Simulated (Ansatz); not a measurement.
**Run report: CH₈GeS, geometry relaxation**

- system: CH₈GeS
- method: RKS PBE0-D4/def2-mTZVP (Ansatz 0.2.0)

The input holds or restrains some coordinates. It belongs to a series of runs on one base structure; here: pulled along the bonds that form and break, towards end A. Figures and captions count atoms from 1; the log counts them from 0 in places.

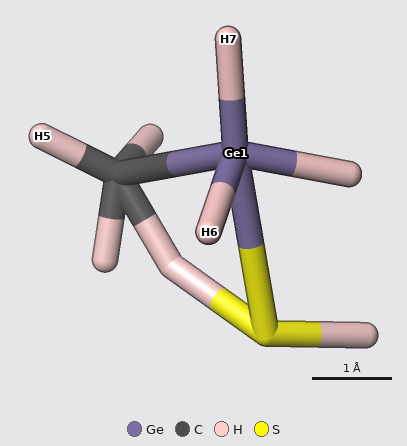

Figure 1. The input geometry (stick view, seen at a tilt; atoms are numbered from 1 in the order of the input). Sticks mark near contacts. Bond lengths as drawn: C–Ge 2.31 Å, C–H 1.11 to 1.35 Å, Ge–H 1.55 Å, Ge–S 2.55 Å and H–S 1.40 to 1.64 Å.

## Input file
```yaml
crystal:
  periodic: [false, false, false]
  atoms:
    - { symbol: Ge, position_ang: [0.0, 0.0, 0.0] }
    - { symbol: C, position_ang: [0.0, 0.0, 2.31] }
    - { symbol: H, position_ang: [-0.9996, -0.3092, 2.6805] }
    - { symbol: H, position_ang: [0.7676, -0.7111, 2.6805] }
    - { symbol: H, position_ang: [0.232, 1.0203, 2.6805] }
    - { symbol: H, position_ang: [1.4616, 0.0, -0.5162] }
    - { symbol: H, position_ang: [-0.73, 1.2648, -0.5162] }
    - { symbol: H, position_ang: [-0.73, -1.2648, -0.5162] }
    - { symbol: S, position_ang: [0.9489, -2.2261, 0.8041] }
    - { symbol: H, position_ang: [0.0689, -3.26, 0.4622] }
    - { symbol: H, position_ang: [0.5159, -1.2103, 2.0212] }
basis:
  gaussian: { orbitals: def2-mTZVP }
hamiltonian:
  xc: pbe0
  dispersion: d4
relax:
  f_tol: 0.15
  max_steps: 25
  restrain:
    - { distance: [0, 8], at: 3.45, k: 30.0 }
    - { distance: [10, 1], at: 2.31, k: 30.0 }
    - { distance: [0, 1], at: 1.96, k: 30.0 }
    - { distance: [10, 8], at: 1.4, k: 30.0 }
output:
  orbitals: {}
```

Machine: 2 threads of Arm Neoverse V2, 24 GiB of memory available, shared host.

Run as:
```bash
ansatz run input.yaml --threads 2 --pin off --max-ram 3072MiB --backend cpu --events-out ev --progress --plain --runs-dir out
```

## The program's output
```
The last accepted step is kept in [file] (removed where the run ends without a failure and the disk answers)
Engine: ansatz 0.2.0, aarch64-unknown-linux-gnu
Functional definition: PBE0
  parameter a = 0.25
  parameter kappa = 0.804
  parameter beta = 0.06672455060314922
  exchange = (1 - a)*pbe_x(kappa = kappa, mu = beta*pi^2/3) + a*exact_x
  correlation = pbe_c(beta = beta)
1040 factors; integrals over basis functions are off by at most 6.9e-4 eV
mean field evaluation 1: about -68499.6441 eV, gradient 4.6e1 eV
mean field evaluation 2: about -68496.0940 eV, gradient 5.6e1 eV
mean field evaluation 4: about -68504.0842 eV, gradient 2.6e0 eV
mean field evaluation 8: about -68504.1276 eV, gradient 1.7e-1 eV
mean field evaluation 16: about -68504.1277 eV, gradient 1.7e-5 eV
mean field -68504.12769057 eV, -2517.4802588631 hartree, gradient 1.7e-5 eV, S^2 0.000000; 0 other end points of the search recorded, 0 dependent functions left out
the calculation of the forces begins
reference -68504.12772025 eV, -2517.4802599538 hartree; 31, 31 occupied and 70, 70 virtual orbitals, 1040 factors
relax step   1: F+E_penalty+E_count = -68504.31413372 eV  Δ(F+E_penalty+E_count) = +0.000e0 eV  max|allowed force component| = 3.711e0 eV/Å  E_restraint = 28.78669848 eV  max|allowed force component, restraints' pulls added| = 3.418e1 eV/Å  Δτ_max = 0.0000 Å  (27 SCF iters, accepted)
  distance Ge 0 - S 8 = 2.5500 Å
  distance H 10 - C 1 = 1.3470 Å
  distance Ge 0 - C 1 = 2.3100 Å
  distance H 10 - S 8 = 1.6434 Å
these checks for a lower state are left out or cut short: starts, cluster_reference, orbital_swaps, neighbouring_geometries, increment
1040 factors; integrals over basis functions are off by at most 6.1e-4 eV
mean field -68505.56785566 eV, -2517.5331839538 hartree, gradient 1.3e-5 eV, S^2 0.000000; 0 other end points of the search recorded, 0 dependent functions left out
[... from here on the field's lines of each further geometry are left out, up to the last ...]
relax step   2: F+E_penalty+E_count = -68505.75280349 eV  Δ(F+E_penalty+E_count) = -1.439e0 eV  max|allowed force component| = 3.195e0 eV/Å  E_restraint = 13.43453289 eV  max|allowed force component, restraints' pulls added| = 2.398e1 eV/Å  Δτ_max = 0.1920 Å  (33 SCF iters, accepted)
relax step   3: F+E_penalty+E_count = -68506.37375441 eV  Δ(F+E_penalty+E_count) = -6.210e-1 eV  max|allowed force component| = 4.040e0 eV/Å  E_restraint = 4.91753487 eV  max|allowed force component, restraints' pulls added| = 1.322e1 eV/Å  Δτ_max = 0.1948 Å  (29 SCF iters, accepted)
relax step   4: F+E_penalty+E_count = -68507.27984527 eV  Δ(F+E_penalty+E_count) = -9.061e-1 eV  max|allowed force component| = 3.364e0 eV/Å  E_restraint = 0.86849349 eV  max|allowed force component, restraints' pulls added| = 5.508e0 eV/Å  Δτ_max = 0.1948 Å  (27 SCF iters, accepted)
relax step   5: F+E_penalty+E_count = -68508.27659564 eV  Δ(F+E_penalty+E_count) = -9.968e-1 eV  max|allowed force component| = 1.015e0 eV/Å  E_restraint = 0.02971529 eV  max|allowed force component, restraints' pulls added| = 1.214e0 eV/Å  Δτ_max = 0.1927 Å  (28 SCF iters, accepted)
relax step   6: F+E_penalty+E_count = -68508.51974817 eV  Δ(F+E_penalty+E_count) = -2.432e-1 eV  max|allowed force component| = 8.137e-1 eV/Å  E_restraint = 0.00694494 eV  max|allowed force component, restraints' pulls added| = 5.060e-1 eV/Å  Δτ_max = 0.1945 Å  (27 SCF iters, accepted)
relax step   7: F+E_penalty+E_count = -68508.55117085 eV  Δ(F+E_penalty+E_count) = -3.142e-2 eV  max|allowed force component| = 7.363e-1 eV/Å  E_restraint = 0.00943039 eV  max|allowed force component, restraints' pulls added| = 1.544e-1 eV/Å  Δτ_max = 0.1679 Å  (27 SCF iters, accepted)
relax step   8: F+E_penalty+E_count = -68508.56875304 eV  Δ(F+E_penalty+E_count) = -1.758e-2 eV  max|allowed force component| = 6.769e-1 eV/Å  E_restraint = 0.01359969 eV  max|allowed force component, restraints' pulls added| = 3.236e-1 eV/Å  Δτ_max = 0.1754 Å  (26 SCF iters, accepted)
relax step   9: F+E_penalty+E_count = -68508.57485757 eV  Δ(F+E_penalty+E_count) = -6.105e-3 eV  max|allowed force component| = 6.486e-1 eV/Å  E_restraint = 0.01028188 eV  max|allowed force component, restraints' pulls added| = 1.983e-1 eV/Å  Δτ_max = 0.1433 Å  (27 SCF iters, accepted)
the calculation of the forces begins
reference -68508.41168486 eV, -2517.6376927495 hartree; 31, 31 occupied and 70, 70 virtual orbitals, 1040 factors
relax step  10: F+E_penalty+E_count = -68508.58343690 eV  Δ(F+E_penalty+E_count) = -8.579e-3 eV  max|allowed force component| = 6.224e-1 eV/Å  E_restraint = 0.00931490 eV  max|allowed force component, restraints' pulls added| = 4.411e-2 eV/Å  Δτ_max = 0.0876 Å  (28 SCF iters, accepted)
  distance Ge 0 - S 8 = 3.4566 Å
  distance H 10 - C 1 = 2.3196 Å
  distance Ge 0 - C 1 = 1.9633 Å
  distance H 10 - S 8 = 1.3782 Å
1040 factors; integrals over basis functions are off by at most 6.8e-4 eV
mean field evaluation 96: about -68508.4117 eV, gradient 3.7e-5 eV
```

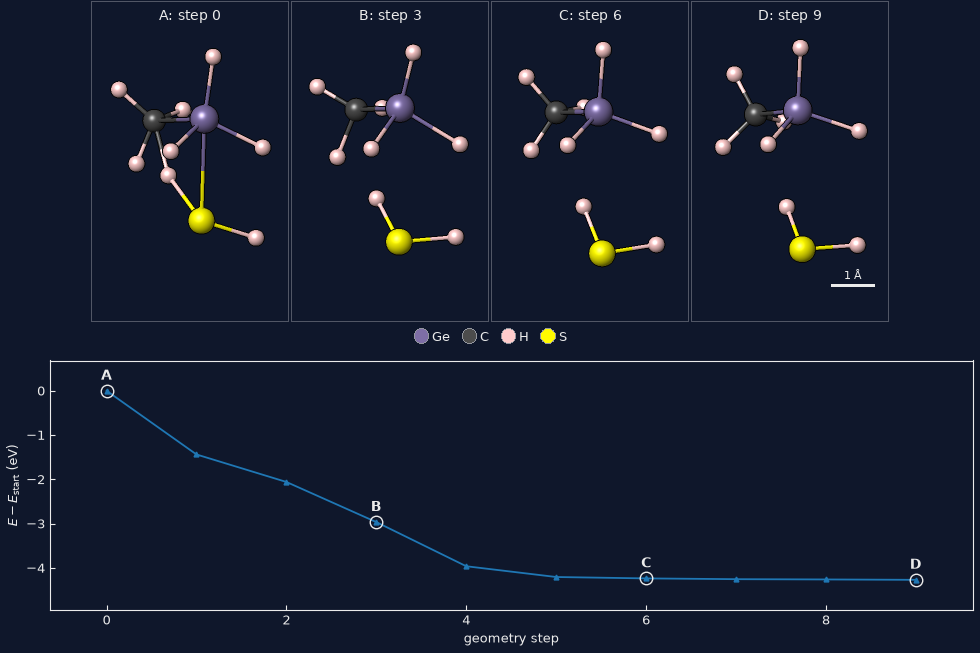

Figure 2. Frames of the restrained relaxation (ball-and-stick view, seen at a tilt) above the curves, on which the letters mark them (the first geometry is step 0 here and step 1 in the log).

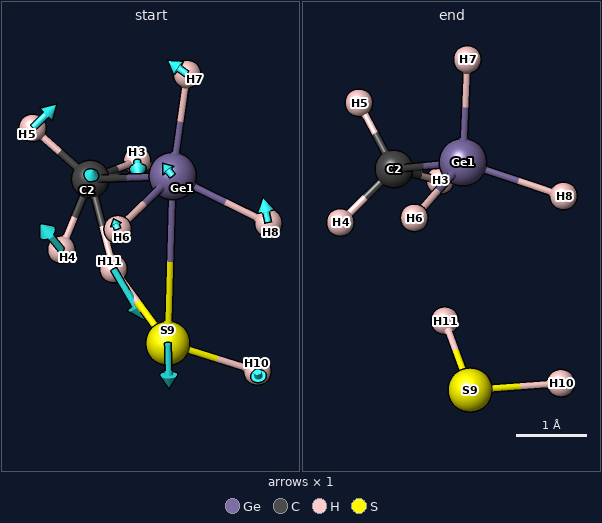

Figure 3. Before (left) and after (right) the restrained relaxation, at one scale (ball-and-stick view, seen at a tilt). The teal arrows give the displacements, at true length. The largest move after the best rigid fit is that of H11, 0.89 Å. By element the largest moves are H 0.89 Å, S 0.74 Å, C 0.28 Å, Ge 0.26 Å. Among the contacts that change: C2–H11 1.347 → 2.320 Å, Ge1–S9 2.550 → 3.457 Å, Ge1–C2 2.310 → 1.963 Å, S9–H11 1.643 → 1.378 Å. Bonds break: Ge1–S9 (2.55 → 3.46 Å). Among the angles that change: H10–S9–H11 118.1° → 92.8°, Ge1–C2–H4 109.5° → 112.7°, H7–Ge1–H8 109.5° → 107.1°. The energy falls by 4.269 eV in 9 geometry steps. The largest force component goes from 3.7 to 0.62 eV/Å. (Atoms are counted from 1 in the order of the input.)

```
mean field -68508.41165288 eV, -2517.6376915741 hartree, gradient 1.3e-5 eV, S^2 0.000000; 1 other end points of the search recorded, 0 dependent functions left out
the calculation of the forces begins
reference -68508.41168486 eV, -2517.6376927495 hartree; 31, 31 occupied and 70, 70 virtual orbitals, 1040 factors
Total energy: -68508.58346889 eV, -2517.6440056959 hartree
Atom 0 at    -0.026977     0.235952     0.128178 Å, force    -0.026609     0.142567    -0.121368 eV/Å
Atom 1 at    -0.009783     0.156029     2.089791 Å, force    -0.107880     0.296364     0.107448 eV/Å
Atom 2 at    -0.771822    -0.525481     2.473300 Å, force     0.001897     0.015973     0.000470 eV/Å
Atom 3 at     0.962570    -0.128062     2.490545 Å, force     0.019047    -0.001024    -0.038993 eV/Å
Atom 4 at    -0.238827     1.146868     2.484267 Å, force    -0.025003     0.017150     0.043390 eV/Å
Atom 5 at     1.395650     0.191769    -0.447412 Å, force    -0.000595     0.000902    -0.015751 eV/Å
Atom 6 at    -0.677079     1.570619    -0.301327 Å, force     0.000374     0.009238     0.014494 eV/Å
Atom 7 at    -0.874028    -0.894536    -0.477952 Å, force    -0.007239    -0.008010    -0.010281 eV/Å
Atom 8 at     1.191623    -2.867306     1.040819 Å, force    -0.245950     0.148956     0.498518 eV/Å
Atom 9 at     0.059074    -3.484389     0.640458 Å, force     0.004311     0.000274    -0.001646 eV/Å
Atom 10 at     0.524899    -2.097863     1.969732 Å, force     0.387647    -0.622390    -0.476281 eV/Å
Dipole moment:    -0.238475    -0.006341     0.192730 e Å
```

## Trajectory as extended XYZ (Å, eV, eV/Å), 10 frames, from step=1 to step=10
```
11
Properties=species:S:1:pos:R:3:forces:R:3 step=1 energy=-68504.31413
Ge    0.0000    0.0000    0.0000   -0.1444  -0.2714   0.8907
C     0.0000    0.0000    2.3100   -2.0599   2.6217  -1.6861
H    -0.9996   -0.3092    2.6805    0.7274   0.0611  -0.2266
H     0.7676   -0.7111    2.6805    0.9884   2.0352   2.9845
H     0.2320    1.0203    2.6805    0.2640  -0.7098   0.0342
H     1.4616    0.0000   -0.5162   -0.2915   0.5631   0.0745
H    -0.7300    1.2648   -0.5162   -0.1148   0.4857   0.3794
H    -0.7300   -1.2648   -0.5162   -0.7749   1.0844  -0.3739
S     0.9489   -2.2261    0.8041    1.4081  -3.1213   0.9135
H     0.0689   -3.2600    0.4622    0.4106   0.9623   0.6904
H     0.5159   -1.2103    2.0212   -0.4130  -3.7110  -3.6805
11
Properties=species:S:1:pos:R:3:forces:R:3 step=2 energy=-68505.75280
Ge   -0.0526    0.1184    0.0304    1.2015  -2.5419   1.2750
C    -0.0494    0.1032    2.2561    0.0865  -1.4849  -1.0173
H    -0.9967   -0.3006    2.6774    0.4194   0.5920  -0.4340
H     0.7514   -0.6828    2.6778   -0.9474   2.7072   0.4435
H     0.2333    1.0354    2.6878    0.0606   0.8580   0.3490
H     1.4502    0.0077   -0.5121   -0.9588   0.5533   0.4313
H    -0.7392    1.2843   -0.5176   -0.8393   1.6282  -0.3186
H    -0.7332   -1.2428   -0.5154   -0.0915   1.5541   0.3059
S     1.0277   -2.3794    0.8878    1.2702  -1.2837   0.7521
H     0.0651   -3.2618    0.4665   -0.0872   0.6128   0.7563
H     0.5787   -1.3779    1.9516   -0.1140  -3.1951  -2.5432
11
Properties=species:S:1:pos:R:3:forces:R:3 step=3 energy=-68506.37375
Ge   -0.0857    0.2003    0.0704    1.9369  -3.7892   1.2067
C    -0.0912    0.1935    2.2088    0.8386  -4.0398  -0.3431
H    -0.9935   -0.2897    2.6702    0.3128   1.0786  -0.6501
H     0.7268   -0.6449    2.6655   -1.5697   2.8628  -0.8428
H     0.2327    1.0580    2.6942    0.0500   1.7817   0.6341
H     1.4348    0.0138   -0.5042   -1.2530   0.6372   0.6297
H    -0.7526    1.3086   -0.5253   -1.2176   2.1839  -0.7588
H    -0.7290   -1.2224   -0.5062    0.1070   1.8038   0.6162
S     1.0933   -2.4996    0.9352    1.3149  -0.9873   0.3204
H     0.0596   -3.2568    0.4752   -0.2374   0.5215   0.6792
H     0.6402   -1.5571    1.9064   -0.2826  -2.0531  -1.4914
11
Properties=species:S:1:pos:R:3:forces:R:3 step=4 energy=-68507.27984
Ge   -0.1002    0.2434    0.1231    1.5513  -3.1429   0.1971
C    -0.1140    0.2341    2.1642    1.4403  -3.3636   0.9941
H    -0.9935   -0.2580    2.6471    0.0364   1.0792  -0.6675
H     0.6882   -0.5767    2.6300   -1.4136   2.2853  -1.3371
H     0.2265    1.0965    2.6970   -0.3494   1.0040   0.0343
H     1.3999    0.0335   -0.4830   -1.1039   0.6198   0.6883
H    -0.7767    1.3512   -0.5387   -0.7958   1.4391  -0.4317
H    -0.7252   -1.1724   -0.4833    0.1191   1.5774   0.7394
S     1.1882   -2.6598    0.9694    0.5493  -0.8149   0.0877
H     0.0507   -3.2459    0.4901    0.1243   0.4609   0.5120
H     0.6914   -1.7423    1.8744   -0.1580  -1.1444  -0.8167
11
Properties=species:S:1:pos:R:3:forces:R:3 step=5 energy=-68508.27660
Ge   -0.0856    0.2083    0.1631    0.4653  -0.7299  -0.3524
C    -0.0913    0.2162    2.1458    0.4128  -1.0151   0.9657
H    -1.0214   -0.1831    2.5936    0.1195   0.5111  -0.4328
H     0.6714   -0.4969    2.5617   -0.4019   0.7434  -0.5410
H     0.1838    1.1410    2.6573   -0.3271   0.2698  -0.3954
H     1.3558    0.0892   -0.4261   -0.2716   0.2987   0.3285
H    -0.7868    1.3785   -0.5117   -0.1816   0.3905   0.1362
H    -0.7466   -1.0861   -0.4220   -0.1128   0.4278   0.3598
S     1.2768   -2.8302    0.9861   -0.5118  -0.2295   0.2233
H     0.0559   -3.2363    0.5076    0.5131   0.1801   0.2444
H     0.7234   -1.8972    1.8351    0.2963  -0.8468  -0.5364
11
Properties=species:S:1:pos:R:3:forces:R:3 step=6 energy=-68508.51975
Ge   -0.0456    0.1600    0.1702   -0.1087   0.1759  -0.1469
C    -0.0667    0.1946    2.1326    0.0070   0.7286   0.5264
H    -1.0176   -0.1659    2.5348    0.0339   0.0163  -0.0935
H     0.7308   -0.3963    2.5891   -0.0095   0.1049  -0.0455
H     0.0768    1.2262    2.5190   -0.1194  -0.4933  -0.3193
H     1.4032    0.1603   -0.3545   -0.1200  -0.0186  -0.0041
H    -0.7744    1.4057   -0.3891    0.0389  -0.0279   0.0979
H    -0.8220   -1.0775   -0.3324    0.0748   0.1352  -0.0350
S     1.2780   -2.9324    0.9710   -0.4784   0.1396   0.3765
H     0.0656   -3.3113    0.4799    0.2972   0.0530   0.1057
H     0.7072   -1.9599    1.7696    0.3841  -0.8137  -0.4622
11
Properties=species:S:1:pos:R:3:forces:R:3 step=7 energy=-68508.55117
Ge   -0.0473    0.1706    0.1747   -0.0805   0.3010  -0.2210
C    -0.0724    0.1887    2.1348   -0.0134   0.3140   0.0322
H    -0.9944   -0.2377    2.5230   -0.1029  -0.0399   0.0434
H     0.7671   -0.3322    2.5844    0.1341  -0.0382   0.0857
H    -0.0080    1.2215    2.4811   -0.0660   0.0247   0.0008
H     1.3862    0.1249   -0.3752   -0.0176  -0.0287   0.0150
H    -0.6959    1.4794   -0.3248   -0.0322   0.0213   0.0205
H    -0.8832   -0.9891   -0.3909    0.0198  -0.0146  -0.0046
S     1.2865   -2.9246    0.9505   -0.1391   0.2165   0.4355
H     0.0930   -3.4369    0.5880   -0.0364  -0.0197  -0.0074
H     0.7036   -1.9611    1.7448    0.3341  -0.7363  -0.4000
11
Properties=species:S:1:pos:R:3:forces:R:3 step=8 energy=-68508.56875
Ge   -0.0276    0.2001    0.1637   -0.0851   0.2200  -0.1810
C    -0.0420    0.1928    2.1250   -0.0459   0.2112   0.3852
H    -0.9022   -0.3772    2.5105    0.2746   0.2013  -0.0546
H     0.8822   -0.2002    2.5739   -0.2719   0.1212  -0.1490
H    -0.1421    1.2336    2.4700   -0.0291  -0.3236  -0.0248
H     1.4019    0.1495   -0.3909    0.0132   0.0229  -0.0175
H    -0.6965    1.5138   -0.2998    0.0173  -0.0053  -0.0158
H    -0.8500   -0.9627   -0.4147   -0.0165   0.0113  -0.0063
S     1.2351   -2.9252    0.9555   -0.2509   0.2095   0.4626
H     0.0640   -3.5071    0.6151    0.0306   0.0084  -0.0019
H     0.6126   -2.0140    1.7821    0.3637  -0.6769  -0.3968
11
Properties=species:S:1:pos:R:3:forces:R:3 step=9 energy=-68508.57486
Ge   -0.0218    0.2148    0.1327   -0.2179   0.3358  -0.0860
C    -0.0389    0.1767    2.0939    0.1252   0.1032   0.2614
H    -0.8310   -0.4659    2.4849   -0.0052   0.0045  -0.0490
H     0.9190   -0.1817    2.4744   -0.0217   0.0671   0.0797
H    -0.1939    1.1709    2.5218   -0.0157  -0.0305  -0.1577
H     1.4011    0.1662   -0.4397    0.0079   0.0138   0.0248
H    -0.6838    1.5449   -0.2926    0.0124  -0.0129  -0.0856
H    -0.8581   -0.9336   -0.4527   -0.0173   0.0032  -0.0267
S     1.2139   -2.8900    1.0273   -0.2126   0.1864   0.4800
H     0.0526   -3.4464    0.6250   -0.0164  -0.0220  -0.0192
H     0.5761   -2.0523    1.9153    0.3613  -0.6486  -0.4215
11
Properties=species:S:1:pos:R:3:forces:R:3 step=10 energy=-68508.58344
Ge   -0.0270    0.2360    0.1282   -0.0266   0.1426  -0.1214
C    -0.0098    0.1560    2.0898   -0.1079   0.2964   0.1074
H    -0.7718   -0.5255    2.4733    0.0019   0.0160   0.0005
H     0.9626   -0.1281    2.4905    0.0190  -0.0010  -0.0390
H    -0.2388    1.1469    2.4843   -0.0250   0.0171   0.0434
H     1.3957    0.1918   -0.4474   -0.0006   0.0009  -0.0158
H    -0.6771    1.5706   -0.3013    0.0004   0.0092   0.0145
H    -0.8740   -0.8945   -0.4780   -0.0072  -0.0080  -0.0103
S     1.1916   -2.8673    1.0408   -0.2460   0.1490   0.4985
H     0.0591   -3.4844    0.6405    0.0043   0.0003  -0.0016
H     0.5249   -2.0979    1.9697    0.3876  -0.6224  -0.4763
```

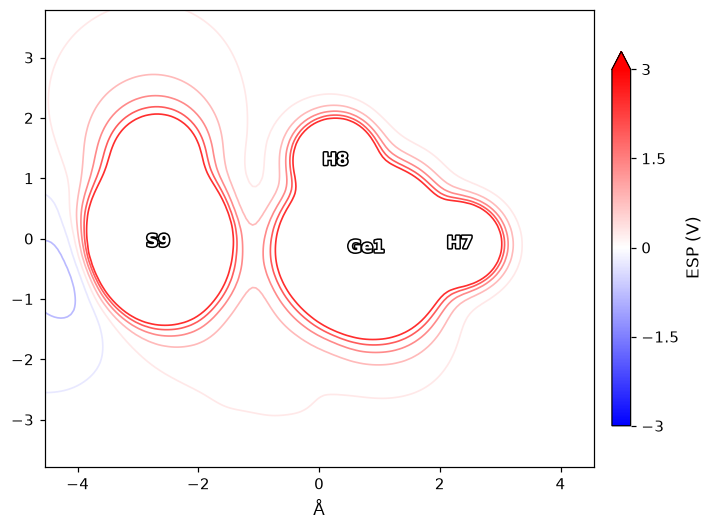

Figure 4. Electrostatic potential on the plane of atoms H7, Ge1 and H8.

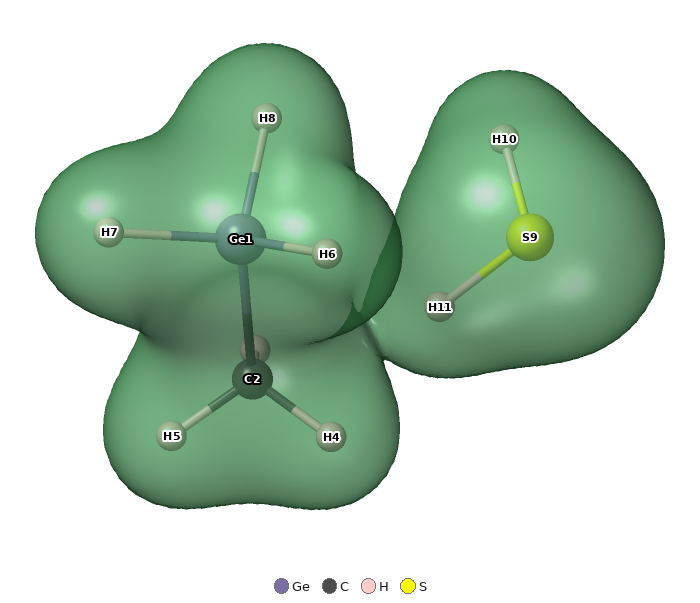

Figure 5. Isosurface of the electron density at 0.1 e/Å³ (green), seen at a tilt. At this value the surface is in one piece. It is pinched off along the Ge···S (3.46 Å) contacts. On the grid the lowest density along these lines, outside the cores, is 0.07 e/Å³ (Ge···S, 3.46 Å), 0.83 e/Å³ (C–Ge, 1.96 Å), 1.8 e/Å³ (C–H, 1.09 Å) and 1.4 e/Å³ (S–H, 1.35 Å).

## Summary

```json
{"quantity": "outcome", "value": "converged under the restraints of the input"}
{"quantity": "total energy", "value": "−68508.5835 eV"}
{"quantity": "mean-field energy", "value": "−68508.4117 eV"}
{"quantity": "largest force (length of the vector) at the end, held atoms and coordinates included", "value": "0.874 eV/Å"}
{"quantity": "wall time", "value": "25 s (CPU time 47 s)"}
{"quantity": "peak memory", "value": "0.22 GiB"}
```
